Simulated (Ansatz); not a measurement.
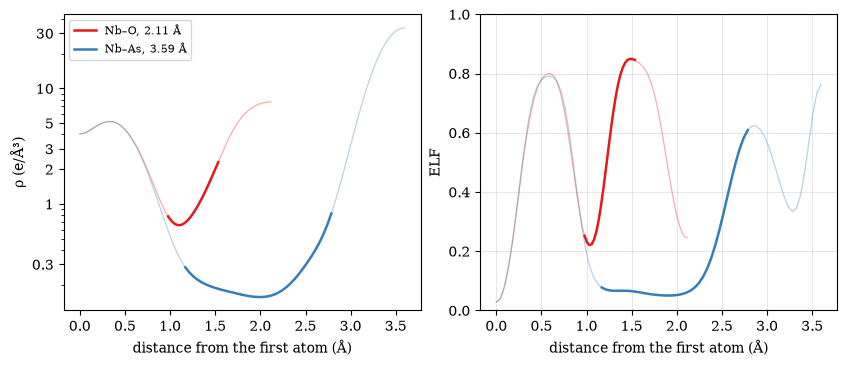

Figure. NbAsO$_{5}$. Valence charge density (pseudo) and electron localisation function along straight lines between neighbouring atoms. Thin, pale parts lie inside the atomic spheres.

Space group P4/mmm; a structure from a database of computed crystals, not necessarily the ambient phase; started from the SiSnPd5-123 prototype, which need not be the ambient phase.

Theory: DFT, r2SCAN+rVV10, plane waves, PAW (Ansatz).

The density is the valence pseudo-density of a PAW calculation; it isn't the true density close to the nuclei.

**What can be read from the curves?**

Nb–O (2.11 Å): the density is about 0.67 e/Å³ at the midpoint; the ELF peaks at about 0.85 in the valence shell of O, 0.6 Å from its nucleus, and drops to about 0.20 between the two atoms; no localised pair shows between them.
Nb–As (3.59 Å): the density is about 0.16 e/Å³ at the midpoint; the ELF is about 0.05 at the midpoint (no shared electron pair shows on this line).
